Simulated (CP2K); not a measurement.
**CH6FPSSi (SMILES CS[SiH](F)P) at GFN1-xTB**

What is the energy difference between two shapes of CH6FPSSi at GFN1-xTB? 

The results are computed with CP2K 2026.2.

2 further runs of the same task are left out: 2 set aside as unsound or not needed.

### Step 1. The system as given

CH6FPSSi has 11 atoms, charge 0, and is taken as a singlet. As SMILES, `CS[SiH](F)P`. The shape comes from a force field and isn't a relaxed structure. This is one conformer, not always the lowest.

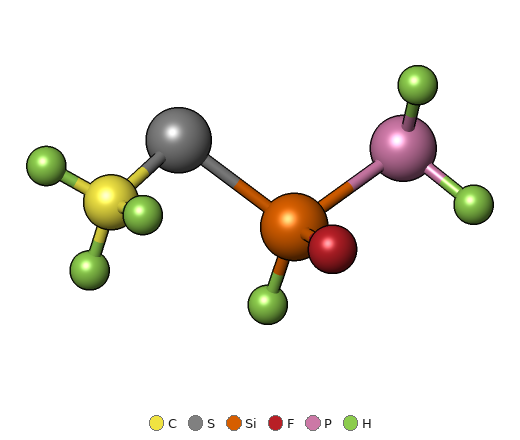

The structure, seen from a chosen angle (carbon yellow, sulfur grey, silicon orange, fluorine red, phosphorus pink, hydrogen green).

### Step 2. A single-point energy at GFN1-xTB

gas.inp

```
&FORCE_EVAL
   METHOD QUICKSTEP
   &DFT
      CHARGE 0
      MULTIPLICITY 1
      &QS
         METHOD XTB
         EPS_DEFAULT 1.0E-10
         &XTB
            GFN_TYPE TBLITE
            &TBLITE
               METHOD GFN1
            &END TBLITE
            CHECK_ATOMIC_CHARGES F
         &END XTB
      &END QS
      &POISSON
         PERIODIC NONE
         POISSON_SOLVER ANALYTIC
      &END POISSON
      &SCF
         SCF_GUESS ATOMIC
         EPS_SCF 1.0E-06
         MAX_SCF 150
         ADDED_MOS 4
         &DIAGONALIZATION
            ALGORITHM STANDARD
         &END DIAGONALIZATION
         &MIXING
            METHOD DIRECT_P_MIXING
            ALPHA 0.4
         &END MIXING
         &SMEAR ON
            METHOD FERMI_DIRAC
            ELECTRONIC_TEMPERATURE [K] 300
         &END SMEAR
      &END SCF
      &PRINT
         &MOMENTS
            PERIODIC F
            REFERENCE COM
            MAX_MOMENT 1
         &END MOMENTS
         &MO ON
            ENERGIES T
            OCCUPATION_NUMBERS T
            NDIGITS 6
            &EACH
               QS_SCF 0
            &END EACH
            ADD_LAST NUMERIC
         &END MO
         &HIRSHFELD OFF
         &END HIRSHFELD
      &END PRINT
   &END DFT
   &SUBSYS
      &CELL
         ABC [angstrom] 14.9 12.6 15.3
         PERIODIC NONE
      &END CELL
      &COORD
         C      5.786400     7.094150     9.314250
         S      7.409000     7.402450     8.684750
         Si     7.336000     6.455050     6.757350
         F      6.864300     4.982650     6.954550
         P      9.424400     6.315750     5.963750
         H      5.000900     7.617350     8.638250
         H      5.549600     6.072850     9.398850
         H      5.682100     7.612050    10.285250
         H      6.493700     7.232950     5.895450
         H      9.164300     5.350150     5.014750
         H      9.899100     5.401650     6.957150
      &END COORD
   &END SUBSYS
&END FORCE_EVAL
&GLOBAL
   PROJECT gas
   RUN_TYPE ENERGY
   PRINT_LEVEL MEDIUM
&END GLOBAL
```

The run is started by

```sh
$ OMP_NUM_THREADS=1 cp2k.psmp gas.inp > gas.out
```

Standard output, shortened:

```text
CP2K| version string:                                       CP2K version 2026.2
[...]
 GLOBAL| Method name                                                        CP2K
[...]
 GLOBAL| Run type                                                         ENERGY
[...]
                             - Atoms:                                         11
[...]
                             - Spherical basis functions:                     47
[...]
 Number of electrons:                                                         32
[...]
  *** SCF run converged in    13 steps ***
[...]
  Fermi energy:                                                -0.23136720867217
[...]
 TB_DIPOLE| Moment [Debye]         -0.26197521       0.60996528      -0.29312888
 TB_DIPOLE| Derivative [a.u.]       0.00000000       0.00000000       0.00000000
[...]
 ENERGY| Total FORCE_EVAL ( QS ) energy [hartree]            -18.794946957804644
[...]
```

It took 0.46 s on 1 thread of Arm Neoverse N1, shared host; peak memory 0.14 GiB.

### Step 3. The distorted shape at the same level

run.inp

```
&GLOBAL
 PROJECT run
 RUN_TYPE ENERGY
 PRINT_LEVEL MEDIUM
&END GLOBAL

&FORCE_EVAL
 METHOD QUICKSTEP
 &DFT
  CHARGE 0
  MULTIPLICITY 1
  &QS
   METHOD XTB
   EPS_DEFAULT 1.0E-10
   &XTB
    GFN_TYPE TBLITE
    &TBLITE
     METHOD GFN1
    &END TBLITE
    CHECK_ATOMIC_CHARGES F
   &END XTB
  &END QS
  &POISSON
   PERIODIC NONE
   POISSON_SOLVER ANALYTIC
  &END POISSON
  &SCF
   SCF_GUESS ATOMIC
   EPS_SCF 1.0E-06
   MAX_SCF 150
   ADDED_MOS 4
   &DIAGONALIZATION
    ALGORITHM STANDARD
   &END DIAGONALIZATION
   &MIXING
    METHOD DIRECT_P_MIXING
    ALPHA 0.4
   &END MIXING
   &SMEAR ON
    METHOD FERMI_DIRAC
    ELECTRONIC_TEMPERATURE [K] 300
   &END SMEAR
  &END SCF
  &PRINT
   &MOMENTS
    PERIODIC F
    REFERENCE COM
    MAX_MOMENT 1
   &END MOMENTS
   &MO ON
    ENERGIES T
    OCCUPATION_NUMBERS T
    NDIGITS 6
    &EACH
     QS_SCF 0
    &END EACH
    ADD_LAST NUMERIC
   &END MO
   &HIRSHFELD OFF
   &END HIRSHFELD
  &END PRINT
 &END DFT
 ! atoms, cell and kinds
 &SUBSYS
  ! vacuum box
  &CELL
   ABC [angstrom] 14.9 12.7 15.2
   PERIODIC NONE
  &END CELL
  &COORD
   C      6.088278     7.042347     9.235602
   S      7.573158     7.407909     8.610960
   Si     7.484822     6.502104     6.733632
   F      6.941560     5.002284     6.783558
   P      9.612020     6.166827     5.929826
   H      5.006407     7.611551     8.620282
   H      5.659517     6.071423     9.248202
   H      5.930715     7.697716    10.213776
   H      6.518324     7.215926     5.945198
   H      9.198620     5.343452     4.986224
   H      9.893594     5.255624     6.824424
  &END COORD
 &END SUBSYS
&END FORCE_EVAL
```

The run is started by

```sh
$ OMP_NUM_THREADS=1 cp2k.psmp -i run.inp -o run.out
```

Standard output, shortened:

```text
CP2K| version string:                                       CP2K version 2026.2
[...]
 GLOBAL| Method name                                                        CP2K
[...]
 GLOBAL| Run type                                                         ENERGY
[...]
                             - Atoms:                                         11
[...]
                             - Spherical basis functions:                     47
[...]
 Number of electrons:                                                         32
[...]
  *** SCF run converged in    13 steps ***
[...]
  Fermi energy:                                                -0.22946243855445
[...]
 TB_DIPOLE| Moment [Debye]          0.19462138       0.65387052       0.01880223
 TB_DIPOLE| Derivative [a.u.]       0.00000000       0.00000000       0.00000000
[...]
 ENERGY| Total FORCE_EVAL ( QS ) energy [hartree]            -18.743510307221747
[...]
```

It took 0.44 s on 1 thread of Arm Neoverse N1, shared host; peak memory 0.14 GiB.

### Step 4. Results

At GFN1-xTB:

```
                                                  quantity         value
                                 first shape: total energy  -18.79495 Eh
    first shape: dipole moment (from atomic charges alone)        0.73 D
                                  first shape: HOMO energy     -10.49 eV
                                  first shape: LUMO energy      -5.42 eV
                                first shape: HOMO–LUMO gap       5.07 eV
                             distorted shape: total energy  -18.74351 Eh
distorted shape: dipole moment (from atomic charges alone)        0.68 D
                              distorted shape: HOMO energy     -10.52 eV
                              distorted shape: LUMO energy      -5.37 eV
                            distorted shape: HOMO–LUMO gap       5.15 eV
                    energy change with the atoms displaced      1.400 eV
```

What this shows: With the atoms displaced the energy rises by 1.40 eV (32 kcal/mol). The first shape isn't relaxed at this level, so the change isn't measured from a minimum. The dipole (first shape) comes from point charges on the atoms alone, without atomic dipoles, so it is partial. The dipole (distorted shape) comes from point charges on the atoms alone, without atomic dipoles, so it is partial.
